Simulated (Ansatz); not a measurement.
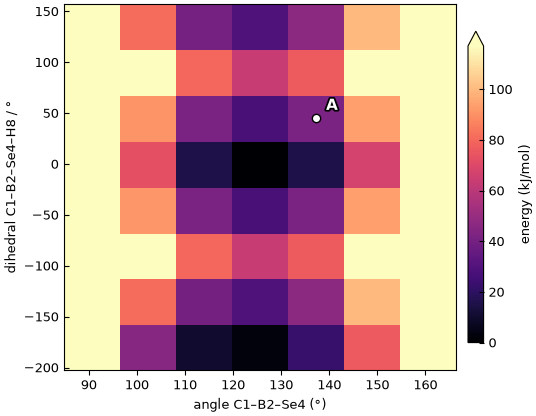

CH4BClSe, SMILES CB(Cl)[SeH]. 
- First axis: angle C1–B2–Se4. Second axis: dihedral C1–B2–Se4–H8.
- Nothing is relaxed (all other coordinates rigid).
- The scan uses a 7 × 8 grid.
- Points are written as (first, second).
- Energies: kJ/mol, counted from the lowest grid point.
- Energies and slopes of some neighbouring points disagree (a jump in structure or state, or too coarse a mesh).
- Theory: Ansatz, RKS PBE-D4/def2-TZVP.

The picture shows one coloured cell a grid point, one colour for all values above the top of the scale, the point A.

Which way does the force act at A, and how strong is it?

A, at (137.3°, 45°), is not a stationary point. The computed force is 2.6 kJ/mol for each degree towards smaller values of angle C1–B2–Se4 and 1 kJ/mol for each degree towards smaller values of dihedral C1–B2–Se4–H8.
